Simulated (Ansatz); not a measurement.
# BH3NS with multiplicity 2: rotation by 180° about the N1–B2 bond, part 2 of 2

How high is the barrier for the rotation by 180° about the N1–B2 bond? Relax the two ends, then run a nudged elastic band between them. SMILES of the start: N[B]S.

Ansatz 0.2.0; UKS PBE0-D4/def2-SVP.

## (7) Frequencies at the highest image

The geometry is the highest inner image of the first converged band.

The input, input.yaml:

```yaml
crystal:
  periodic: [false, false, false]
  atoms:
    - { symbol: "N", position_ang: [-0.267526, 0.013679, -0.892375] }
    - { symbol: B, position_ang: [-0.264316, -0.657032, 0.37968] }
    - { symbol: S, position_ang: [0.537954, -0.145505, 1.867741] }
    - { symbol: H, position_ang: [-1.206836, 0.267156, -1.196613] }
    - { symbol: H, position_ang: [0.13329, -0.558692, -1.634614] }
    - { symbol: H, position_ang: [1.109434, 1.016394, 1.429981] }
magnetization:
  spin_polarized: true
  initial_magnetization: 1
basis:
  gaussian: { orbitals: def2-SVP }
hamiltonian:
  xc: pbe0
  dispersion: d4
phonons: {}
```

On the command line:

```
ansatz run input.yaml --threads 1 --pin off --max-ram 2048MiB --backend cpu --events-out ev --progress --plain --runs-dir out
```

Standard output, cut to the lines that bear on the results:

```text
Warning: RAYON_NUM_THREADS=1 ignored (pool sized by the plan → 1); use --threads N
[...]
Functional definition: PBE0
[...]
661 factors; integrals over basis functions are off by at most 2.2e-4 eV
[...]
mean field -13038.34743944 eV, -479.1504306903 hartree, gradient 1.8e-5 eV, S^2 0.754145; 0 other end points of the search recorded, 0 dependent functions left out
[...]
reference -13038.34746030 eV, -479.1504314565 hartree; 16, 15 occupied and 45, 46 virtual orbitals, 661 factors
[...]
661 factors; integrals over basis functions are off by at most 2.2e-4 eV
mean field -13038.34729766 eV, -479.1504254797 hartree, gradient 1.5e-6 eV, S^2 0.754143; 0 other end points of the search recorded, 0 dependent functions left out
[...]
reference -13038.34731852 eV, -479.1504262463 hartree; 16, 15 occupied and 45, 46 virtual orbitals, 661 factors
[...]
661 factors; integrals over basis functions are off by at most 2.2e-4 eV
[...]
reference -13038.34745624 eV, -479.1504313075 hartree; 16, 15 occupied and 45, 46 virtual orbitals, 661 factors
[...]
661 factors; integrals over basis functions are off by at most 2.2e-4 eV
mean field -13038.34732271 eV, -479.1504264002 hartree, gradient 3.0e-6 eV, S^2 0.754156; 0 other end points of the search recorded, 0 dependent functions left out
[...]
reference -13038.34734355 eV, -479.1504271663 hartree; 16, 15 occupied and 45, 46 virtual orbitals, 661 factors
[...]
661 factors; integrals over basis functions are off by at most 2.2e-4 eV
mean field -13038.34743988 eV, -479.1504307064 hartree, gradient 2.1e-6 eV, S^2 0.754141; 0 other end points of the search recorded, 0 dependent functions left out
[...]
reference -13038.34746073 eV, -479.1504314725 hartree; 16, 15 occupied and 45, 46 virtual orbitals, 661 factors
[...]
661 factors; integrals over basis functions are off by at most 2.2e-4 eV
mean field -13038.34729745 eV, -479.1504254721 hartree, gradient 2.0e-6 eV, S^2 0.754149; 0 other end points of the search recorded, 0 dependent functions left out
[...]
```

## (8) More of the same log: vibrations at the highest image of the band

Output, continued, cut to the lines that bear on the results:

```text
reference -13038.34731831 eV, -479.1504262385 hartree; 16, 15 occupied and 45, 46 virtual orbitals, 661 factors
[...]
661 factors; integrals over basis functions are off by at most 2.2e-4 eV
[...]
mean field -13038.34730768 eV, -479.1504258482 hartree, gradient 2.7e-6 eV, S^2 0.754146; 0 other end points of the search recorded, 0 dependent functions left out
[...]
reference -13038.34732853 eV, -479.1504266142 hartree; 16, 15 occupied and 45, 46 virtual orbitals, 661 factors
[...]
661 factors; integrals over basis functions are off by at most 2.2e-4 eV
mean field -13038.34733447 eV, -479.1504268325 hartree, gradient 2.4e-6 eV, S^2 0.754144; 0 other end points of the search recorded, 0 dependent functions left out
[...]
reference -13038.34735533 eV, -479.1504275990 hartree; 16, 15 occupied and 45, 46 virtual orbitals, 661 factors
[...]
661 factors; integrals over basis functions are off by at most 2.2e-4 eV
[...]
reference -13038.34743691 eV, -479.1504305972 hartree; 16, 15 occupied and 45, 46 virtual orbitals, 661 factors
WARN: phonons: modes at or below zero, which the zero-point energy, F, S and C_V leave out: 1, the lowest at -517.60 cm⁻¹. A minimum has none, and a first-order saddle one
Total energy: -13038.42811890 eV, -479.1533956055 hartree
Atom 0 at    -0.267526     0.013679    -0.892375 Å, force     0.003676     0.003937    -0.001462 eV/Å
Atom 1 at    -0.264316    -0.657032     0.379680 Å, force    -0.013726    -0.012346    -0.018630 eV/Å
Atom 2 at     0.537954    -0.145505     1.867741 Å, force     0.019121     0.022048     0.019843 eV/Å
Atom 3 at    -1.206836     0.267156    -1.196613 Å, force    -0.003374     0.001212     0.000177 eV/Å
Atom 4 at     0.133290    -0.558692    -1.634614 Å, force     0.001651    -0.000883    -0.002250 eV/Å
Atom 5 at     1.109434     1.016394     1.429981 Å, force    -0.007349    -0.013968     0.002322 eV/Å
Dipole moment:    -0.022060     0.188416    -0.421480 e Å
Vibrations: -517.60 306.07 466.97 616.19 681.97 858.73 874.01 1260.02 1547.66 2551.21 3554.02 3631.48 cm⁻¹, zero-point energy 1.013467 eV
```

Wall time 46 s (1 thread of Arm Neoverse V2, shared host); peak memory 0.22 GiB.

Of 12 modes, 1 is imaginary by more than 30 cm⁻¹ (518i cm⁻¹).

## (9) The band again, with other settings

crystal.atoms is end A as relaxed above, and neb.final_atoms is end B, turned to lie on A. With 2 inner images the band has 4 in all.

The input, input.yaml:

```yaml
crystal:
  periodic: [false, false, false]
  atoms:
    - { symbol: "N", position_ang: [-0.621644, 0.083838, -0.753976] }
    - { symbol: B, position_ang: [-0.545007, -0.448992, 0.521188] }
    - { symbol: S, position_ang: [0.783847, -0.478519, 1.713484] }
    - { symbol: H, position_ang: [-1.457873, 0.020692, -1.320163] }
    - { symbol: H, position_ang: [0.142689, 0.570534, -1.214396] }
    - { symbol: H, position_ang: [1.739988, 0.188446, 1.007663] }
magnetization:
  spin_polarized: true
  initial_magnetization: 1
basis:
  gaussian: { orbitals: def2-SVP }
hamiltonian:
  xc: pbe0
  dispersion: d4
neb:
  order_check: false
  images: 2
  f_tol: 0.03
  max_iterations: 60
  initial_path: idpp
  climbing: false
  final_atoms:
    - { symbol: "N", position_ang: [-0.62163333, 0.08354572, -0.75417415] }
    - { symbol: B, position_ang: [-0.54474836, -0.44893986, 0.52109149] }
    - { symbol: S, position_ang: [0.7838825, -0.47843059, 1.7135866] }
    - { symbol: H, position_ang: [0.14228559, 0.57081973, -1.21477368] }
    - { symbol: H, position_ang: [-1.45816649, 0.02057118, -1.31995858] }
    - { symbol: H, position_ang: [1.74038009, 0.18843283, 1.00802833] }
```

On the command line:

```
ansatz run input.yaml --threads 1 --pin off --max-ram 2048MiB --backend cpu --events-out ev --progress --plain --runs-dir out
```

Standard output, cut to the lines that bear on the results:

```text
Warning: RAYON_NUM_THREADS=1 ignored (pool sized by the plan → 1); use --threads N
[...]
[... 1 set-up line as earlier in the session ...]
[...]
661 factors; integrals over basis functions are off by at most 3.0e-4 eV
[...]
mean field -13039.01430532 eV, -479.1749375594 hartree, gradient 8.6e-5 eV, S^2 0.753797; 0 other end points of the search recorded, 0 dependent functions left out
[...]
reference -13039.01432738 eV, -479.1749383700 hartree; 16, 15 occupied and 45, 46 virtual orbitals, 661 factors
661 factors; integrals over basis functions are off by at most 2.9e-4 eV
[...]
mean field -13039.01430981 eV, -479.1749377240 hartree, gradient 8.6e-5 eV, S^2 0.753798; 0 other end points of the search recorded, 0 dependent functions left out
[...]
reference -13039.01433187 eV, -479.1749385347 hartree; 16, 15 occupied and 45, 46 virtual orbitals, 661 factors
[...]
NEB iter   5: max|band force component| = 5.325e-2 eV/Å  barrier→ = 0.4104 eV  barrier← = 0.4104 eV  Δτ_max = 0.0121 Å  (63 SCF iters)
[...]
NEB iter   6: max|band force component| = 2.184e-2 eV/Å  barrier→ = 0.4077 eV  barrier← = 0.4077 eV  Δτ_max = 0.0000 Å  (125 SCF iters)
Total energy: -13038.68750750 eV, -479.1629279609 hartree
Atom 0 at    -0.281318    -0.226644    -0.912200 Å, force     0.051115    -0.038605    -0.002859 eV/Å
Atom 1 at    -0.066513    -0.770451     0.353928 Å, force     0.403295    -0.237030    -0.089081 eV/Å
Atom 2 at     0.323522    -0.038407     1.938342 Å, force    -0.113531     0.061585     0.021099 eV/Å
Atom 3 at    -0.897780     0.530140    -1.180629 Å, force     0.228285     0.408401     0.232586 eV/Å
Atom 4 at     0.131631    -0.687985    -1.709139 Å, force    -0.329727    -0.344463    -0.213414 eV/Å
Atom 5 at     0.832459     1.129347     1.463498 Å, force    -0.239437     0.150113     0.051669 eV/Å
Dipole moment:    -0.053780     0.389407    -0.532512 e Å
this run last wrote the band of iteration 6 to <dir>
```

Wall time 33 s (1 thread of Arm Neoverse V2, shared host); peak memory 0.22 GiB.

## (10) What the band shows

Images 0 and 3 are the ends. Energies count from image 0; the path length is the program's own measure over all atoms.

| image | path (Å) | energy (eV) | dihedral H5–N1–B2–S3 (°) | band force (eV/Å) |
| --- | --- | --- | --- | --- |
| 0 | 0.000 | 0.0000 | 0 | - |
| 1 | 1.018 | 0.4075 | 51 | 0.022 |
| 2 | 2.036 | 0.4077 | 137 | 0.008 |
| 3 | 3.053 | 0.0000 | 180 | - |

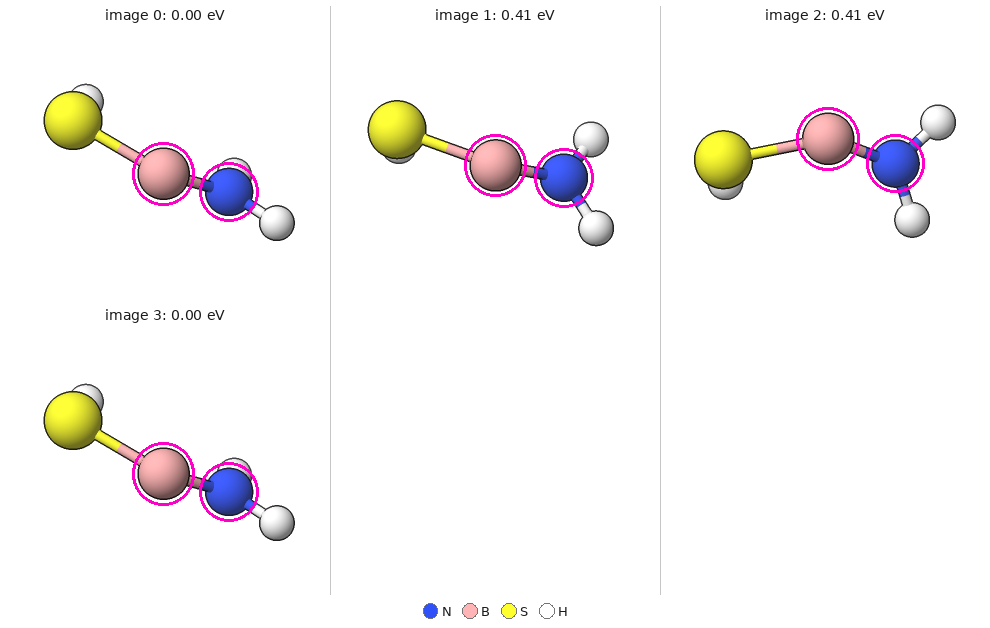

The images of the last band, seen from a free direction. Ringed: N1, B2. Sticks join atoms closer than a bonding distance in each image.

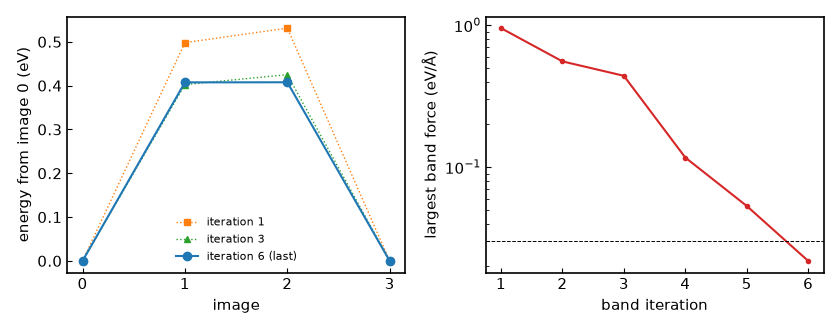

Left: energy of each image for early iterations and the last one (lines only join the points; early values far above the last band run off the scale). Right: the largest band force by iteration, with the threshold dashed.

## (11) What came out

The summary covers parts 1 to 2.

| quantity | value |
| --- | --- |
| end A | 8 moves, 0.919 eV lower |
| end B | 13 moves, 0.973 eV lower |
| first band: barrier forwards | 0.67 eV |
| first band: barrier backwards | 0.67 eV |
| first band: second end relative to first | 0.000 eV |
| first band: highest image | 3 of 0 to 6, climbing |
| first band: band iterations | 7 |
| imaginary modes at the top | 518i cm⁻¹ |
| second band | top 0.408 eV above image 0, 6 iterations, 2 inner images, none climbing |
| time, first and second band | 81 s and 33 s |

**Reading.** In the first band: the top lies 0.67 eV above the first end, or 26 kT at room temperature; with a typical attempt rate of 10^13 per second that is roughly 10^2 events a second. The two ends lie within 1 meV of each other. The listed dihedral goes from 0° at end A through 120° at the highest image to 180° at end B. One imaginary mode, as a first-order saddle point has. The second band's top lies 259 meV below the first's, as a band that doesn't climb stops under the top. As for the second band: so few images can miss the top or cut a corner of the path. These are electronic energies, with no zero-point or thermal terms.
